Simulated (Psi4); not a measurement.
# BNH3 (SMILES B[NH]) at U-wB97X-V/def2-TZVPP

Aim: the vertical doublet–quartet gap of BNH3 at U-wB97X-V/def2-TZVPP, from 2 runs. 

Program for the calculation: Psi4 1.11.

1 further run of the same task is left out (it didn't finish).

**1. Starting point**

The species is BNH3 (5 atoms), meant as a doublet with charge 0. SMILES: `B[NH]`. The shape is that of a PBE0-D4/def2-TZVP optimisation.

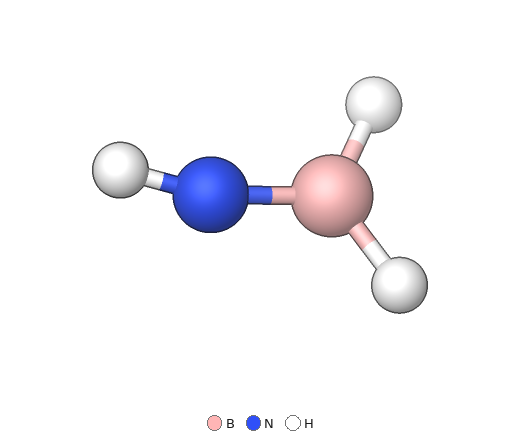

The structure, seen from a chosen angle (boron pink, nitrogen blue, hydrogen white).

**2. The energy at U-wB97X-V/def2-TZVPP**

Input file bh3n.in:

```
memory 1.6 GB

molecule {
  0 2
  B     -0.310800    -0.370100    -0.091600
  N      0.531200     0.655200    -0.019800
  H     -0.414800    -1.107400     0.862500
  H     -0.964100    -0.573100    -1.081900
  H      1.208400     1.321700     0.289300
  units angstrom
  symmetry c1
}

set basis def2-TZVPP
set reference uks
set puream true
set e_convergence 1e-09
set d_convergence 1e-08
set scf_type pk
set dft_radial_points 99
set dft_spherical_points 590
set maxiter 200

energy_value, wavefunction = energy("wb97x-v", return_wfn=True)
```

The run is started by

```bash
psi4 -n 1 bh3n.in bh3n.out
```

bh3n.out:

```text
[...]
  Running in c1 symmetry.
[...]
  Nuclear repulsion =   27.148135806541628
[...]
  Multiplicity = 2
[...]
  Nalpha       = 8
  Nbeta        = 7
[...]
    Number of basis functions: 104
[...]
   @UKS iter   1:   -81.19791454920573   -7.02961e-01   5.49968e-03 ADIIS/DIIS
[...]
   @UKS iter  13:   -81.35240012582315   -2.07194e-11   4.11123e-09 DIIS
[...]
   @S^2 Observed:                7.574863926E-01
[...]
    Orbital Energies [Eh]
    ---------------------
    Alpha Occupied:
       1A    -14.437581     2A     -6.837841     3A     -0.993818
       4A     -0.689621     5A     -0.541652     6A     -0.518682
       7A     -0.427723     8A     -0.375901
    Alpha Virtual:
       9A      0.085255    10A      0.109597    11A      0.147574
      12A      0.161950    13A      0.177002    14A      0.226839
      15A      0.235812    16A      0.286579    17A      0.388953
      18A      0.427874    19A      0.468880    20A      0.479345
      21A      0.491890    22A      0.522770    23A      0.552561
      24A      0.605311    25A      0.611000    26A      0.675941
[...]
  @UKS Final Energy:   -81.35240012582315
   => Energetics <=
    Nuclear Repulsion Energy =             27.1481358065416281
    One-Electron Energy =                -162.4701807993679950
    Two-Electron Energy =                  62.1260604896208619
    DFT Exchange-Correlation Energy =      -8.2181991860051209
    Empirical Dispersion Energy =           0.0000000000000000
    VV10 Nonlocal Energy =                  0.0617835633874733
    Total Energy =                        -81.3524001258231380
[...]
 Multipole Moments:
 ------------------------------------------------------------------------------------
     Multipole            Electronic (a.u.)      Nuclear  (a.u.)        Total (a.u.)
 ------------------------------------------------------------------------------------
 L = 1.  Multiply by 2.5417464519 to convert [e a0] to [Debye]
 Dipole X            :          0.4888852           -0.1195010            0.3693841
 Dipole Y            :          0.6649970           -0.2989976            0.3659994
 Dipole Z            :         -0.0682824            0.2333867            0.1651043
 Magnitude           :                                                    0.5455819
[...]
```

Wall time 3.3 min (1 thread of Intel Xeon at 2.50GHz (Skylake/Cascade Lake), shared host); peak memory 0.76 GiB.

**3. The quartet at the same level**

Input file bh3n.json:

```json
{
  "schema_name": "qcschema_input",
  "schema_version": 1,
  "molecule": {
    "schema_name": "qcschema_molecule",
    "schema_version": 2,
    "symbols": ["B", "N", "H", "H", "H"],
    "geometry": [-0.58732688, -0.69938764, -0.17309891, 1.00382252, 1.23814856, -0.03741658, -0.7838584, -2.09268271, 1.62988878, -1.82188496, -1.08300204, -2.04449469, 2.28354505, 2.49765102, 0.54669777],
    "molecular_charge": 0,
    "molecular_multiplicity": 4,
    "fix_symmetry": "c1",
    "fix_com": true,
    "fix_orientation": true
  },
  "driver": "energy",
  "model": {
    "method": "wb97x-v",
    "basis": "def2-TZVPP"
  },
  "keywords": {
    "reference": "uks",
    "puream": true,
    "e_convergence": 1e-09,
    "d_convergence": 1e-08,
    "scf_type": "pk",
    "dft_radial_points": 99,
    "dft_spherical_points": 590,
    "maxiter": 200
  }
}
```

The run is started by

```bash
psi4 --qcschema bh3n.json -n 1 --memory 1600MB
```

stdout:

```text
[...]
  Running in c1 symmetry.
[...]
  Nuclear repulsion =   27.148135794361355
[...]
  Multiplicity = 4
[...]
  Nalpha       = 9
  Nbeta        = 6
[...]
    Number of basis functions: 104
[...]
   @UKS iter   1:   -81.05828228673967   -5.63329e-01   3.56703e-03 DIIS/ADIIS
[...]
   @UKS iter  12:   -81.13095624622601   -3.56977e-11   8.59111e-09 DIIS
[...]
   @S^2 Observed:                3.760573812E+00
[...]
    Orbital Energies [Eh]
    ---------------------
    Alpha Occupied:
       1A    -14.525984     2A     -6.813627     3A     -1.081134
       4A     -0.752625     5A     -0.566092     6A     -0.554966
       7A     -0.544774     8A     -0.405500     9A     -0.182304
    Alpha Virtual:
      10A      0.080373    11A      0.140705    12A      0.158763
      13A      0.172227    14A      0.211953    15A      0.223906
      16A      0.284641    17A      0.356079    18A      0.400465
      19A      0.422830    20A      0.453895    21A      0.477129
      22A      0.511826    23A      0.514896    24A      0.584401
      25A      0.585057    26A      0.660056    27A      0.734093
[...]
  @UKS Final Energy:   -81.13095624622601
   => Energetics <=
    Nuclear Repulsion Energy =             27.1481357943613553
    One-Electron Energy =                -161.7543557011050552
    Two-Electron Energy =                  61.6147791795296271
    DFT Exchange-Correlation Energy =      -8.2010535105462239
    Empirical Dispersion Energy =           0.0000000000000000
    VV10 Nonlocal Energy =                  0.0615379915342853
    Total Energy =                        -81.1309562462260061
[...]
 Multipole Moments:
 ------------------------------------------------------------------------------------
     Multipole            Electronic (a.u.)      Nuclear  (a.u.)        Total (a.u.)
 ------------------------------------------------------------------------------------
 L = 1.  Multiply by 2.5417464519 to convert [e a0] to [Debye]
 Dipole X            :         -2.7855679            3.7679249            0.9823570
 Dipole Y            :         -3.4077904            4.4920680            1.0842776
 Dipole Z            :          1.2562890           -0.9953188            0.2609703
 Magnitude           :                                                    1.4861994
[...]
```

The result, in JSON:

```text
{
 "driver": "energy",
 "model": {
  "method": "wb97x-v",
  "basis": "def2-TZVPP"
 },
 "success": true,
 "return_result": -81.130956246226,
 "properties": {
  "calcinfo_nbasis": 104,
  "calcinfo_nmo": 104,
  "calcinfo_nalpha": 9,
  "calcinfo_nbeta": 6,
  "calcinfo_natom": 5,
  "nuclear_repulsion_energy": 27.148135794361355,
  "return_energy": -81.130956246226,
  "scf_one_electron_energy": -161.75435570110506,
  "scf_two_electron_energy": 61.61477917952963,
  "scf_vv10_energy": 0.06153799153428531,
  "scf_xc_energy": -8.201053510546224,
  "scf_dipole_moment": [0.9823570044022398, 1.0842775552020516, 0.26097026303636395],
  "scf_total_energy": -81.130956246226,
  "scf_iterations": 12
 }
}
```

Run time: 3 min. Hardware: 1 thread of Intel Xeon at 2.50GHz (Skylake/Cascade Lake), shared host; peak memory 0.76 GiB.

**4. What came out**

Level: U-wB97X-V/def2-TZVPP.

| quantity | value |
| --- | --- |
| doublet: total energy | -81.35240 Eh |
| doublet: dipole moment | 1.39 D |
| doublet: HOMO energy (highest over α and β) | -10.23 eV |
| doublet: LUMO energy (lowest over α and β) | -0.94 eV |
| doublet: ⟨S²⟩ | 0.757 |
| quartet: total energy | -81.13096 Eh |
| quartet: dipole moment | 3.78 D |
| quartet: HOMO energy (highest over α and β) | -4.96 eV |
| quartet: LUMO energy (lowest over α and β) | -3.31 eV |
| quartet: ⟨S²⟩ | 3.761 |
| vertical energy of the quartet above the doublet | 6.026 eV |

**Reading.** At this shape the quartet lies 6.03 eV (581 kJ/mol) above the doublet.
